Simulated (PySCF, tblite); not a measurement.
# C₇H₉FO: a rotation path, then NMR shifts on frames

How do NMR shifts of C₇H₉FO (`C#C[C@]1(CF)CCOC1`) change as the atoms move?

Computed with tblite 0.8.0 and PySCF 2.14.0, with density-fitted response routines of our own, on a single molecule in the gas phase. Atoms are numbered from 0 throughout.

### 1 The starting structure

18 atoms, charge 0, multiplicity 1; geometry from: GFN2-xTB.

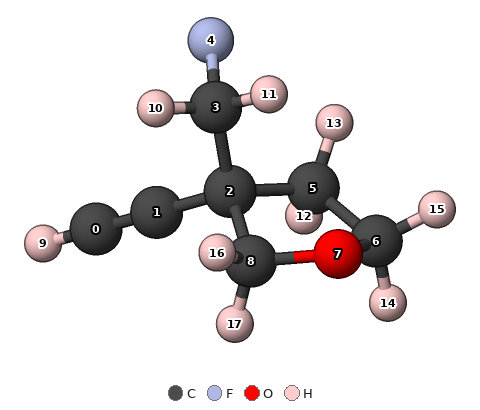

As it starts; carbon dark grey, fluorine light blue, oxygen red, hydrogen pink, atoms numbered.

### 2 A band between two rotamers with GFN2-xTB

The job: settings as JSON, then the geometry in Å.

```
{"job": {"kind": "neb", "xc": "GFN2-xTB", "basis": "xTB", "atoms": [1, 2, 3, 4], "turn": 120}, "charge": 0, "multiplicity": 1}
C      2.614178     1.321711    -0.259937
C      1.602051     0.684191    -0.239360
C      0.380280    -0.094922    -0.226751
C      0.704242    -1.593836    -0.286046
F      1.275831    -1.931979    -1.486459
C     -0.591751     0.300752    -1.363218
C     -1.949014     0.455410    -0.649809
O     -1.796435    -0.099365     0.642146
C     -0.477317     0.177117     1.032610
H      3.500686     1.881451    -0.280633
H      1.418813    -1.873405     0.495383
H     -0.215597    -2.180783    -0.191881
H     -0.282587     1.233144    -1.832982
H     -0.619009    -0.474115    -2.127256
H     -2.218316     1.517959    -0.567205
H     -2.761865    -0.079124    -1.142188
H     -0.225550    -0.467948     1.874839
H     -0.367398     1.230060     1.332331
```

With the program's defaults for keys left out, this is: GFN2-xTB climbing-image nudged elastic band, gas phase.

The run is started by

```sh
$ OMP_NUM_THREADS=1 python probes_run.py task.json out
```

This one command runs all jobs of the session in turn.

What it wrote:

```text
image   E - E0 / eV
  0      -0.0000
  1       0.0289
  2       0.0921
  3       0.1544
  4       0.1826
  5       0.1602
  6       0.0990
  7       0.0333
  8       0.0031
```

It took 3.1 s on 1 thread of Intel Xeon Platinum 8488C, shared host; peak memory 0.18 GiB.

The final band, with the dihedral C1–C2–C3–F4:

```
image  dihedral (°)  energy (eV)  energy (kcal/mol)
    0           -66        0.000                0.0
    1           -50        0.029                0.7
    2           -35        0.092                2.1
    3           -20        0.154                3.6
    4            -4        0.183                4.2
    5            12        0.160                3.7
    6            28        0.099                2.3
    7            44        0.033                0.8
    8            60        0.003                0.1
```

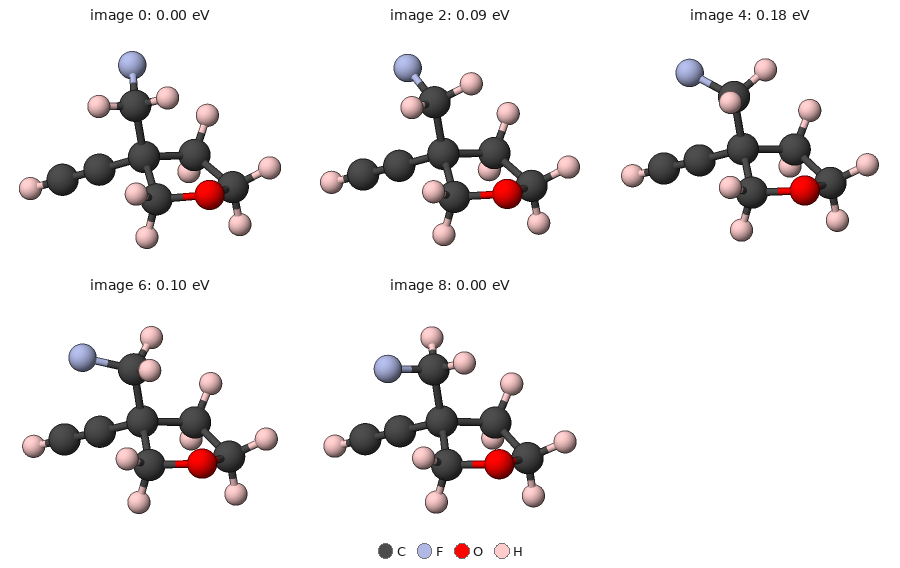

Images along the band.

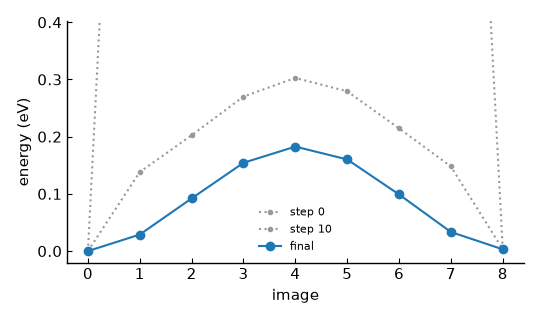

Energy along the band, early and final.

### 3 NMR shieldings: image 0, PBE0/pcSseg-1

The job: settings as JSON, then the geometry in Å.

```
{"job": {"kind": "nmr", "xc": "PBE0", "basis": "pcSseg-1", "pop": false}, "charge": 0, "multiplicity": 1}
C      2.614200     1.321700    -0.259900
C      1.602100     0.684200    -0.239400
C      0.380300    -0.094900    -0.226800
C      0.704200    -1.593800    -0.286000
F      1.275800    -1.932000    -1.486500
C     -0.591800     0.300800    -1.363200
C     -1.949000     0.455400    -0.649800
O     -1.796400    -0.099400     0.642100
C     -0.477300     0.177100     1.032600
H      3.500700     1.881500    -0.280600
H      1.418800    -1.873400     0.495400
H     -0.215600    -2.180800    -0.191900
H     -0.282600     1.233100    -1.833000
H     -0.619000    -0.474100    -2.127300
H     -2.218300     1.518000    -0.567200
H     -2.761900    -0.079100    -1.142200
H     -0.225600    -0.467900     1.874800
H     -0.367400     1.230100     1.332300
```

With the program's defaults for keys left out, this is: GIAO PBE0/pcSseg-1 NMR shielding, non-relativistic, gas phase.

What it wrote:

```text
coarse grid: 15360 points
cycle   1  E = -446.4171228201  dE =  1.340e+00  |g| = 7.135e-01  |ddm| = 4.017e+00
cycle   2  E = -446.3440216767  dE =  7.310e-02  |g| = 9.914e-01  |ddm| = 2.082e+00
cycle   3  E = -446.5084947154  dE = -1.645e-01  |g| = 1.248e-01  |ddm| = 1.405e+00
cycle   4  E = -446.5108409644  dE = -2.346e-03  |g| = 7.061e-02  |ddm| = 1.888e-01
cycle   5  E = -446.5119110013  dE = -1.070e-03  |g| = 2.482e-02  |ddm| = 6.647e-02
cycle   6  E = -446.5120527445  dE = -1.417e-04  |g| = 4.798e-03  |ddm| = 2.382e-02
cycle   7  E = -446.5120573833  dE = -4.639e-06  |g| = 1.610e-03  |ddm| = 5.571e-03
final grid: 149616 points
cycle   8  E = -446.5869214420  dE = -4.981e-05  |g| = 1.246e-02  |ddm| = 8.554e-02
cycle   9  E = -446.5868876637  dE =  3.378e-05  |g| = 1.860e-02  |ddm| = 3.784e-02
cycle  10  E = -446.5869507222  dE = -6.306e-05  |g| = 1.877e-03  |ddm| = 2.304e-02
cycle  11  E = -446.5869514058  dE = -6.836e-07  |g| = 6.664e-04  |ddm| = 1.947e-03
cycle  12  E = -446.5869515009  dE = -9.513e-08  |g| = 2.391e-04  |ddm| = 6.670e-04
cycle  13  E = -446.5869515143  dE = -1.334e-08  |g| = 4.070e-05  |ddm| = 2.561e-04
cycle  14  E = -446.5869515146  dE = -3.316e-10  |g| = 1.418e-05  |ddm| = 6.516e-05
converged SCF energy = -446.5869515146

GIAO shielding tensors (ppm)
atom      isotropic    diamagn.    paramagn.     s11        s22        s33       span
  0 C      109.274     258.304    -149.031     37.027     44.175    246.619    209.592
  1 C       95.490     259.126    -163.636    -12.112      0.560    298.023    310.135
  2 C      142.557     244.199    -101.642    122.213    145.841    159.618     37.405
  3 C       95.445     239.341    -143.896     61.524     84.707    140.105     78.580
  4 F      418.154     471.793     -53.640    383.086    410.226    461.148     78.063
  5 C      148.116     248.936    -100.820    114.536    152.513    177.299     62.763
  6 C      114.819     244.719    -129.901     68.877    105.267    170.312    101.435
  7 O      268.771     395.626    -126.855    185.370    275.085    345.858    160.488
  8 C      107.635     244.593    -136.958     66.776    101.939    154.190     87.414
  9 H       30.036      34.393      -4.357     24.733     24.870     40.507     15.774
 10 H       26.953      28.334      -1.380     22.659     27.917     30.284      7.625
 11 H       27.359      28.822      -1.463     22.502     29.211     30.364      7.863
 12 H       29.597      30.271      -0.674     24.987     28.580     35.224     10.238
 13 H       29.039      30.261      -1.222     24.291     28.859     33.967      9.676
 14 H       27.699      28.560      -0.860     22.360     26.778     33.960     11.600
 15 H       27.432      28.036      -0.603     22.941     25.848     33.507     10.566
 16 H       27.975      29.656      -1.680     24.124     27.462     32.341      8.217
 17 H       28.015      29.743      -1.728     22.633     28.342     33.069     10.436
```

It took 31 s on 1 thread of Intel Xeon Platinum 8488C, shared host; peak memory 0.87 GiB.

Shifts follow as δ = σ(reference) − σ, with reference shieldings (ppm) from runs at the same level and on the same kind of geometry: 1H TMS 31.72, 13C TMS 186.9, 19F CFCl3 170.9, 17O H2O 336.1. The references are single molecules in the gas phase, so shifts against H2O, NH3, PH3, H3PO4 or CFCl3 are not on the usual liquid scales and can be off by tens of ppm. Each atom is listed at this fixed geometry, with no averaging over motion; a spectrum would average atoms that exchange fast.

| atoms | environment | σ (ppm) | δ (ppm) |
| --- | --- | --- | --- |
| C3 | sp3 CH2 bonded to F | 95.4 | 91.5 |
| C1 | alkyne carbon | 95.5 | 91.4 |
| C8 | sp3 CH2 bonded to O | 107.6 | 79.3 |
| C0 | terminal alkyne carbon | 109.3 | 77.7 |
| C6 | sp3 CH2 bonded to O | 114.8 | 72.1 |
| C2 | propargylic quaternary sp3 carbon | 142.6 | 44.4 |
| C5 | sp3 CH2 in a ring | 148.1 | 38.8 |
| H10 | hydrogen on an sp3 CH2 bonded to F | 26.95 | 4.76 |
| H11 | hydrogen on an sp3 CH2 bonded to F | 27.36 | 4.36 |
| H15 | hydrogen on an sp3 CH2 bonded to O | 27.43 | 4.28 |
| H14 | hydrogen on an sp3 CH2 bonded to O | 27.70 | 4.02 |
| H16 | hydrogen on an sp3 CH2 bonded to O | 27.98 | 3.74 |
| H17 | hydrogen on an sp3 CH2 bonded to O | 28.01 | 3.70 |
| H13 | hydrogen on an sp3 CH2 in a ring | 29.04 | 2.68 |
| H12 | hydrogen on an sp3 CH2 in a ring | 29.60 | 2.12 |
| H9 | hydrogen on a terminal alkyne carbon | 30.04 | 1.68 |
| F4 | fluorine on an sp3 carbon | 418.2 | -247.2 |
| O7 | ether oxygen | 268.8 | 67.3 |

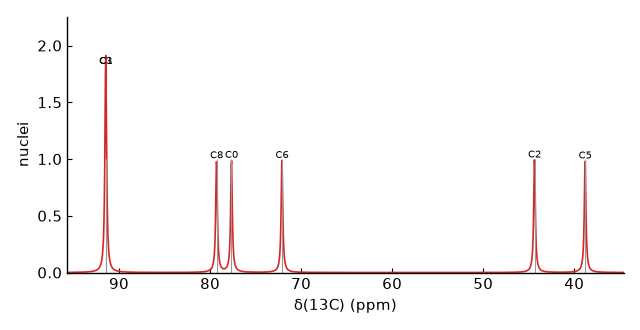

13C lines at the computed shifts, without couplings. Lines are broadened to a width of 0.21 ppm (Lorentzian).

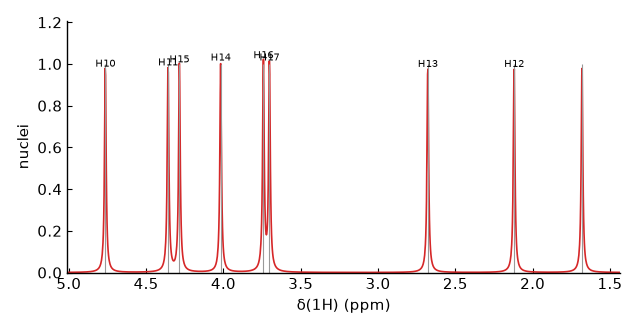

1H lines at the computed shifts, without couplings. Lines are broadened to a width of 0.01 ppm (Lorentzian).

Ring of atoms C2, C5, C6, O7, C8: NICS(0) -7.4, NICS(1) -3.5, NICS(1)zz -5.9 ppm (means of both faces). The ring holds saturated atoms, so no π current runs round it: these values come from its σ bonds, any local π bonds and neighbouring rings, and say nothing of aromaticity.

### 4 Nuclear shieldings: image 2, PBE0/pcSseg-1

The job: settings as JSON, then the geometry in Å.

```
{"job": {"kind": "nmr", "xc": "PBE0", "basis": "pcSseg-1", "pop": false}, "charge": 0, "multiplicity": 1}
C      2.607000     1.306000    -0.360500
C      1.593200     0.675800    -0.282600
C      0.370800    -0.103200    -0.234000
C      0.701600    -1.605400    -0.308500
F      1.781500    -1.844500    -1.119300
C     -0.627500     0.304100    -1.345200
C     -1.967000     0.463700    -0.598400
O     -1.784200    -0.074600     0.695300
C     -0.450700     0.186900     1.045600
H      3.494100     1.861900    -0.422500
H      0.954800    -2.005700     0.677700
H     -0.137300    -2.167000    -0.730300
H     -0.330700     1.237400    -1.821700
H     -0.679200    -0.465500    -2.114100
H     -2.235200     1.527000    -0.522900
H     -2.793200    -0.077600    -1.060900
H     -0.188900    -0.453200     1.888200
H     -0.317900     1.240200     1.337600
```

Method: GIAO PBE0/pcSseg-1 NMR shielding, non-relativistic, gas phase.

What it wrote:

```text
coarse grid: 15360 points
cycle   1  E = -446.4093276283  dE =  1.340e+00  |g| = 7.180e-01  |ddm| = 3.986e+00
cycle   2  E = -446.3348891302  dE =  7.444e-02  |g| = 9.989e-01  |ddm| = 2.297e+00
cycle   3  E = -446.5018942092  dE = -1.670e-01  |g| = 1.266e-01  |ddm| = 1.555e+00
cycle   4  E = -446.5042770326  dE = -2.383e-03  |g| = 7.362e-02  |ddm| = 1.935e-01
cycle   5  E = -446.5054558692  dE = -1.179e-03  |g| = 2.455e-02  |ddm| = 6.722e-02
cycle   6  E = -446.5055943605  dE = -1.385e-04  |g| = 4.701e-03  |ddm| = 2.448e-02
cycle   7  E = -446.5055988156  dE = -4.455e-06  |g| = 1.575e-03  |ddm| = 5.691e-03
final grid: 149616 points
cycle   8  E = -446.5808189094  dE = -4.865e-05  |g| = 1.269e-02  |ddm| = 6.492e-02
cycle   9  E = -446.5807838741  dE =  3.504e-05  |g| = 1.894e-02  |ddm| = 3.900e-02
cycle  10  E = -446.5808493093  dE = -6.544e-05  |g| = 1.917e-03  |ddm| = 2.479e-02
cycle  11  E = -446.5808500258  dE = -7.165e-07  |g| = 6.945e-04  |ddm| = 2.007e-03
cycle  12  E = -446.5808501305  dE = -1.047e-07  |g| = 2.375e-04  |ddm| = 6.774e-04
cycle  13  E = -446.5808501436  dE = -1.313e-08  |g| = 4.087e-05  |ddm| = 2.408e-04
cycle  14  E = -446.5808501439  dE = -3.242e-10  |g| = 1.510e-05  |ddm| = 6.445e-05
converged SCF energy = -446.5808501439

GIAO shielding tensors (ppm)
atom      isotropic    diamagn.    paramagn.     s11        s22        s33       span
  0 C      106.822     258.179    -151.357     34.956     40.499    245.011    210.055
  1 C       98.842     259.184    -160.342     -4.009      2.645    297.889    301.898
  2 C      142.431     244.943    -102.513    124.477    137.069    165.746     41.269
  3 C       90.551     238.116    -147.565     62.876     83.329    125.448     62.572
  4 F      411.760     470.817     -59.057    363.706    401.576    469.998    106.292
  5 C      141.013     248.645    -107.632    112.724    134.138    176.179     63.455
  6 C      114.727     244.706    -129.979     68.519    105.227    170.435    101.916
  7 O      265.249     395.900    -130.651    184.045    261.764    349.939    165.894
  8 C      103.443     244.296    -140.853     64.735     99.954    145.639     80.904
  9 H       29.989      34.308      -4.319     24.722     24.880     40.363     15.641
 10 H       27.129      28.228      -1.098     22.000     29.136     30.251      8.251
 11 H       27.139      28.838      -1.698     22.603     28.983     29.832      7.230
 12 H       29.327      30.233      -0.906     25.081     28.493     34.407      9.326
 13 H       29.252      30.642      -1.390     25.125     28.380     34.251      9.126
 14 H       27.705      28.514      -0.809     22.408     26.826     33.880     11.472
 15 H       27.414      28.130      -0.716     22.993     25.860     33.390     10.398
 16 H       27.735      29.692      -1.957     24.139     27.432     31.635      7.497
 17 H       27.840      29.680      -1.840     22.575     28.370     32.574      9.999
```

Wall time 32 s (1 thread of Intel Xeon Platinum 8488C, shared host); peak memory 0.88 GiB.

In short: δ C3 96.4, C1 88.1, C8 83.5, C0 80.1, H10 4.59, H11 4.58 ppm.

[end of part 1 of 2]
